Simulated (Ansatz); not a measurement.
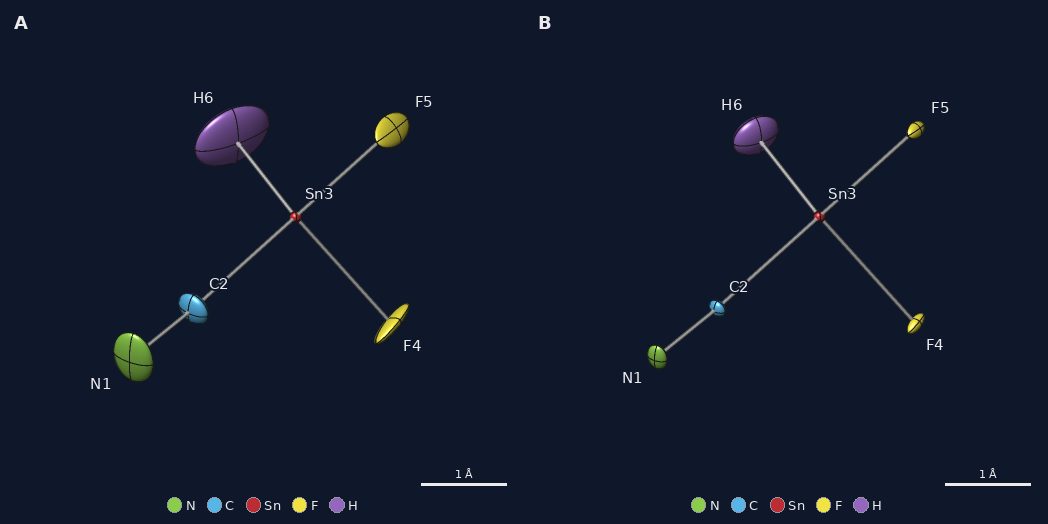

Displacement ellipsoids at the 50 % level, from the internal vibrations of the free molecule (harmonic, no overall translation or rotation; no half-axis is drawn under 0.075 Å). Vibrations computed with RKS PBE0-D4/def2-TZVP, core potentials on Sn (Ansatz 0.2.0). One panel is for 200 K, the other for 900 K.

Which panel is for 900 K?

Answer. A.

How much does the mean-square displacement of N1 grow, and why?

Answer. U_eq goes from 0.0074 to 0.0302 Å², a factor of 4.1. Modes below kT (626 cm⁻¹ at 900 K) grow about in proportion to T, and the lowest lies at 101 cm⁻¹; the mean-square amplitude of a mode is its zero-point value times coth(ħω/2kT), which comes close to 1 only above about 3kT.
